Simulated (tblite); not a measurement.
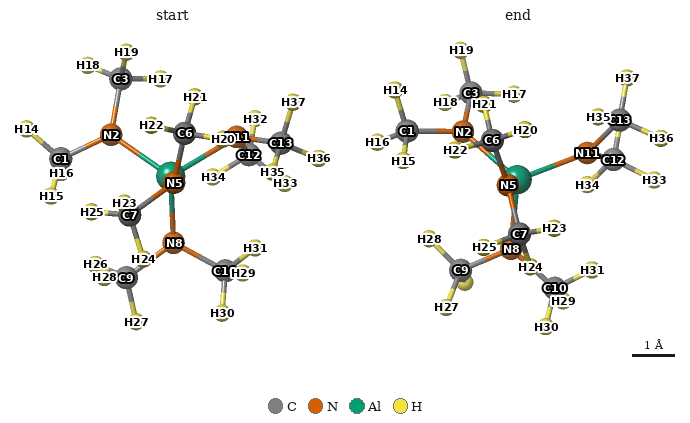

The structure of C8H24AlN4 (charge −1) before (left) and after (right) a relaxation, at one scale.

The picture is a ball-and-stick view, seen from a free direction.

Theory: GFN2-xTB geometry optimisation, gas phase (tblite 0.8.0). 

> Summarise the run.

An H atom moves most after the best rigid fit: 2.16 Å. By element the largest moves are H 2.16 Å, C 1.19 Å, N 0.43 Å, Al 0.09 Å. Some distances before and after: Al–N 1.933 → 1.865 Å, C–N 1.382 → 1.433 Å, C–H 1.135 → 1.087 Å, C–H 1.144 → 1.108 Å. Bond angles that change, for instance: Al–N–C 105.8° → 124.5°, Al–N–C 113.4° → 123.8°, Al–N–C 114.5° → 124.6°. Groups turn about C–N by about 50°, Al–N by about 40°, C–N by about 25°. Over 286 geometry steps the energy falls by 2.158 eV. The run took 3.7 s on 2 threads of AMD EPYC 9R45 96-Core Processor, with other jobs on the host.
